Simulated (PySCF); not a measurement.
H$_{7}$PSi$_{2}$ (SMILES [SiH3][SiH2]P)

```yaml
atoms:
  - { symbol: Si, position_ang: [-1.6120, -0.2492, 0.1660] }
  - { symbol: Si, position_ang: [0.4651, 0.7914, -0.1464] }
  - { symbol: P, position_ang: [2.0365, -0.4882, 0.8842] }
  - { symbol: H, position_ang: [-2.7162, 0.5904, -0.3925] }
  - { symbol: H, position_ang: [-1.8522, -0.4661, 1.6255] }
  - { symbol: H, position_ang: [-1.6160, -1.5765, -0.5239] }
  - { symbol: H, position_ang: [0.4631, 2.1347, 0.5119] }
  - { symbol: H, position_ang: [0.7313, 0.9861, -1.6069] }
  - { symbol: H, position_ang: [1.9067, -1.5510, -0.0638] }
  - { symbol: H, position_ang: [3.1399, 0.1082, 0.1985] }
```

Geometry: PBE0-D3(BJ)/def2-SVP.

These are results of PySCF 2.14.0, CAM-B3LYP/def2-SVPD, SCF density, gas phase, not measurements.

**What can the converged electron density and electron localisation function tell about the bonding?**

Si–P (2.27 Å): ρ is about 0.71 e/Å³ halfway, with its minimum of 0.62 e/Å³ about 0.8 Å from Si; the ELF peaks at about 0.95 between the atoms, as expected for a covalent bond.
Si–Si (2.34 Å): ρ at the midpoint is about 0.65 e/Å³; the ELF peaks at about 1 between the atoms, as expected for a covalent bond.
Si–H (1.50 Å): ρ is about 0.76 e/Å³ halfway; the ELF climbs to about 1 towards the hydrogen, as it does in any bond to H.

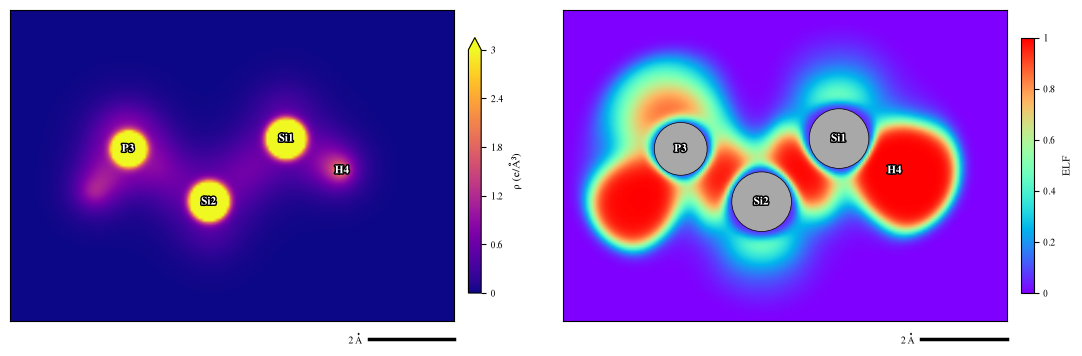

Computed electron density and electron localisation function on the plane of atoms Si2, Si1 and H4, in this order. Grey discs cover the atomic cores in the ELF map. 
